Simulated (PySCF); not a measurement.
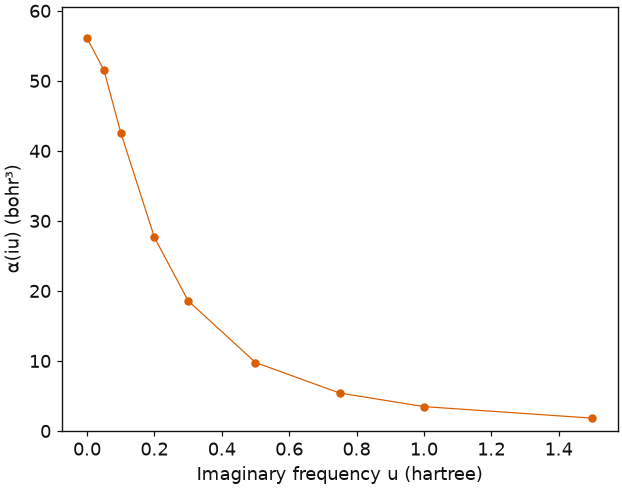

Dipole polarisability at imaginary frequency of an atom or ion with 31 electrons in the configuration [Ar] 3d¹⁰ 4s² 4p. Coupled response at the wB97X-V level; PySCF, aug-cc-pVTZ-PP with a 10-electron core potential, unrestricted single determinants, no spin-orbit coupling.

Which species is it, and what does the curve give?

The Ga atom. The static dipole polarisability is 56.1 bohr³ (the recommended value is 50.0); α(iu) falls to half of it near u = 0.20 hartree. The Casimir–Polder integral gives C₆ = 472 hartree bohr⁶ for two such species.
